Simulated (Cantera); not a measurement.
Input: 1 mol Fe(CO)5, 0.062 mol H2, 90 mol N2, held at 370000 Pa.

Equilibrium computed with Cantera from the NASA thermochemical tables; the gas is ideal and each condensed phase is pure. Candidate condensed phases: C, C6H6, C7H8, C8H18, Fe, Fe(CO)5, FeO, Fe(OH)2, Fe(OH)3, Fe2O3, Fe3O4, H2O; 140 gas species. Condensed phases not in the tables: cementite and carbon dissolved in iron. The numbers say what is thermodynamically allowed, not how fast it happens.

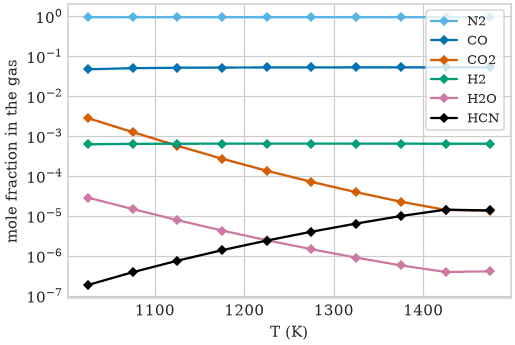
*Equilibrium gas composition (values under 1e-9 drawn at 1e-9)*

From 1025 K to 1175 K the condensed part is C(graphite) + Fe(α). From 1225 K to 1375 K the condensed part is C(graphite) + Fe(γ). From 1425 K to 1475 K the condensed part is Fe(γ).
